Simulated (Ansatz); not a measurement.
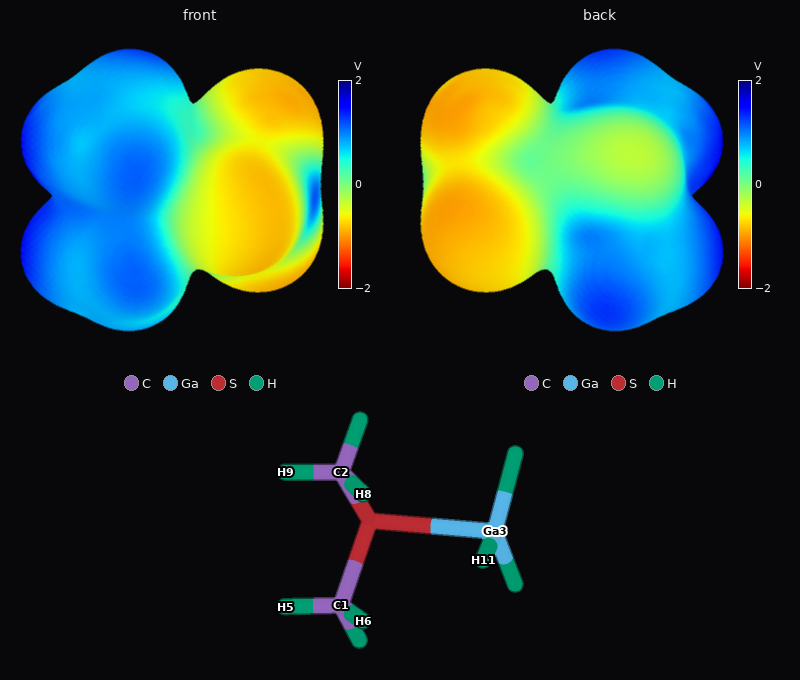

Figure. C$_{2}$H$_{9}$GaS (SMILES C[S+](C)[GaH3-]). The molecular electrostatic potential painted on the density surface at 0.002 e/bohr³, seen from the front and from behind; the colour scale runs from red (negative) to blue (positive). The bare structure is drawn below in the same view.

Geometry: PBE0-D4/def2-SVP.

Theory: Ansatz 0.2.0, isolated molecule in a Gaussian basis; Kohn-Sham density functional theory, functional PBE0.

```xyz
13

C    -0.2882    1.6041   -0.4552
C     1.6262   -0.2019    0.4374
Ga   -1.3971   -1.5201   -0.0643
S     0.4180    0.0016   -0.8859
H     0.4739    2.3899   -0.5525
H    -0.6985    1.5782    0.5646
H    -1.1018    1.7937   -1.1681
H     1.1307   -0.1483    1.4174
H     2.4113    0.5622    0.3515
H     2.0704   -1.1982    0.3102
H    -1.4702   -0.8759    1.3852
H    -2.5179   -1.1258   -1.1033
H    -0.6365   -2.8942   -0.2223
```

Describe the electrostatic potential map.

Answer. The most negative region (about −1.0 V) lies over H12 and H13, the most positive (about +1.5 V) over H5 and H9.

What dipole moment does the calculation give?

Answer. Its dipole moment is 4.37 D.
